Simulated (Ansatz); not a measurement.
Band structure of CaNi5 (P6/mmm, 6 atoms in the cell).

```xyz
6
Lattice="4.8749 0.0000 0.0000 -2.4375 4.2218 0.0000 0.0000 0.0000 3.8951" Properties=species:S:1:pos:R:3 pbc="T T T"
Ca     0.0000     0.0000     0.0000
Ni     2.4375     0.0000     1.9475
Ni     1.2187     2.1109     1.9475
Ni    -1.2187     2.1109     1.9475
Ni     0.0000     2.8145     0.0000
Ni     2.4375     1.4073     0.0000
```
Moments meant for the start (each program seeds them in its own way; μB, in the order of the atoms Ca Ni Ni Ni Ni Ni): 0.0 2.0 2.0 2.0 2.0 2.0.

Method: PBEsol, default PAW files made with PBE (plane waves; Ansatz, an electronic-structure program).

Settings: basis.ecutwfc = 420 eV; kpoints.mp_grid.grid = 5 5 6; hamiltonian.xc = pbesol; hamiltonian.pseudopotentials = {kind: paw} (the program's default PAW files); magnetization.spin_polarized = true; scf.occupations.method = fermi_dirac; scf.occupations.width = 0.1 eV; kpoints.band_path.npoints = 8.

The starting cell comes from a database of computed structures (which also holds hypothetical and non-ambient phases and stackings), without a prior relaxation at this level. The moments shrank to a small part of their start, a low-spin state that need not be the lowest.

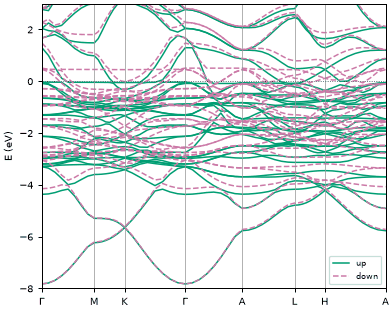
Figure. Bands along the path, energies from the Fermi level.

Levels in eV from the Fermi level, bands 48 to 55 of the first spin channel:
| point | 48 | 49 | 50 | 51 | 52 | 53 | 54 | 55 |
|---|---|---|---|---|---|---|---|---|
| Γ | -0.08 | -0.03 | -0.03 | 1.30 | 1.68 | 2.04 | 2.04 | 2.78 |
| M | -0.83 | -0.82 | -0.64 | -0.04 | 0.98 | 1.48 | 3.00 | 3.84 |
| K | -0.73 | -0.67 | -0.67 | -0.33 | -0.05 | 3.10 | 3.82 | 3.82 |
| A | -0.46 | -0.08 | -0.05 | -0.05 | 0.87 | 1.20 | 1.20 | 2.07 |
| L | -0.59 | -0.53 | -0.22 | -0.09 | -0.08 | 0.49 | 2.46 | 2.57 |
| H | -0.75 | -0.73 | -0.36 | -0.36 | 0.45 | 0.45 | 1.29 | 1.64 |

Bands cross the Fermi level along this path, so the cell is metallic at this level.

The net moment of the cell came out as 1.77 μB.

Keys are those of Ansatz 0.2.
